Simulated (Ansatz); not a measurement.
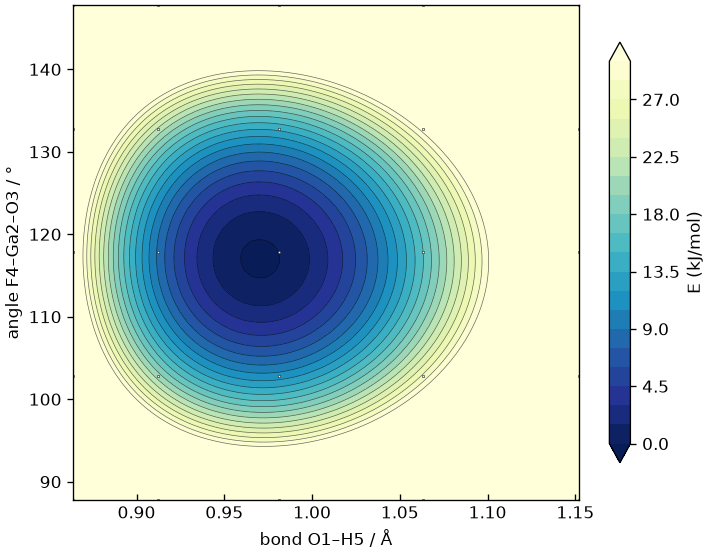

FGaH₂O₂, SMILES [OH][Ga]([OH])[F]. Two internal coordinates are moved rigidly from the geometry relaxed at PBE0-D4/def2-TZVP, all others fixed. Coordinates scanned: (1) bond O1–H5; (2) angle F4–Ga2–O3. Grid: 5 × 5 points. Points are written as (first, second). All energies are given in kJ/mol relative to the lowest grid point. Computed with RKS PBE-D4/def2-TZVPP (Ansatz 0.2.0).

In the figure: filled contours, dots at the grid points, one colour for all values above the top of the scale. Between grid points the surface is interpolated.

Estimate the position of the minimum and the force constants in these coordinates.

The interpolated minimum is at bond O1–H5 ≈ 0.970 Å, angle F4–Ga2–O3 ≈ 117.0°. The curvatures there are about 49 eV/Å² and 3.5 eV/rad², with a cross term of about 0 eV/(Å·rad). Round the minimum the two coordinates are nearly uncoupled. (1 eV is 96.5 kJ/mol.)
